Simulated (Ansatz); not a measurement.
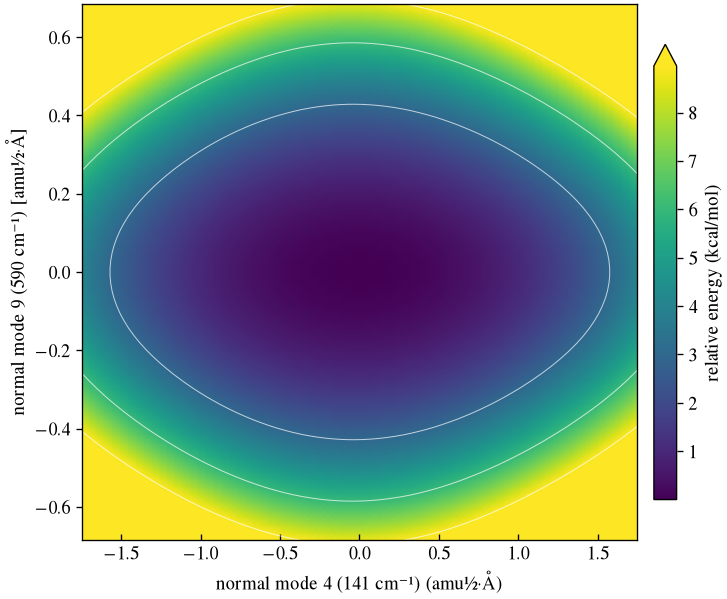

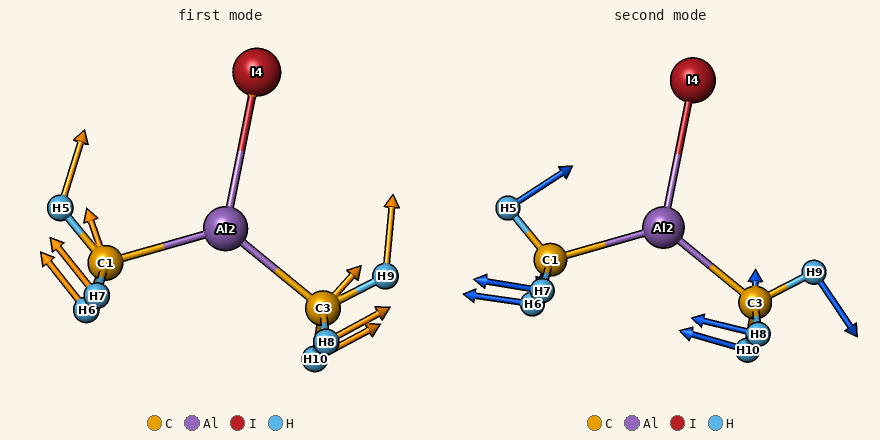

Energy landscape of C2H6AlI, SMILES [CH3][Al]([CH3])[I]. The first coordinate is: normal mode 4 (141 cm⁻¹); the second: normal mode 9 (590 cm⁻¹). Nothing is relaxed (straight displacements along the two mass-weighted modes). The scan uses a 9 × 9 grid. Energies: kcal/mol, counted from the lowest grid point. Method: Ansatz, RKS PBE-D4/def2-SVP.

The picture shows a smooth colour map with a few white contour lines, one colour for all values above the top of the scale. Between grid points the surface is interpolated. The second picture is the structure at the lowest point

Question: Describe this landscape.

Answer: The lowest grid point is at normal mode 4 (141 cm⁻¹) = 0.00 amu½·Å, normal mode 9 (590 cm⁻¹) = 0.000 amu½·Å. It is the only kind of minimum in the scanned range. The highest grid point, normal mode 4 (141 cm⁻¹) = 1.75 amu½·Å, normal mode 9 (590 cm⁻¹) = −0.684 amu½·Å, lies 19.1 kcal/mol above the lowest.

The values on the grid:

```tsv
normal mode 9 (590 cm⁻¹) ↓, normal mode 4 (141 cm⁻¹) →	−1.75	−1.31	−0.87	−0.44	0.00	0.44	0.87	1.31	1.75
0.684	18.3	13.9	10.9	9.1	8.6	9.4	11.4	14.6	19.1
0.513	12.0	8.5	6.1	4.8	4.5	5.0	6.5	8.9	12.5
0.342	7.5	4.8	3.0	2.1	1.8	2.2	3.2	5.0	7.7
0.171	4.9	2.6	1.3	0.6	0.4	0.7	1.3	2.7	4.9
0.000	4.0	1.9	0.7	0.2	0.0	0.2	0.7	1.9	3.9
−0.171	4.9	2.6	1.3	0.6	0.4	0.7	1.3	2.7	4.9
−0.342	7.5	4.8	3.0	2.1	1.8	2.2	3.2	5.0	7.8
−0.513	12.0	8.5	6.1	4.8	4.5	5.0	6.5	8.9	12.5
−0.684	18.3	13.9	10.9	9.1	8.6	9.4	11.4	14.6	19.1
```

Each point was launched as `ansatz run input.yaml --threads 1 --pin off --max-ram 2560MiB --backend cpu --events-out ev --progress --plain --runs-dir out`. Time for the 81 points that were run: 18 min on 1 thread of Intel(R) Xeon(R) Processor @ 2.70GHz, with other jobs on the host.
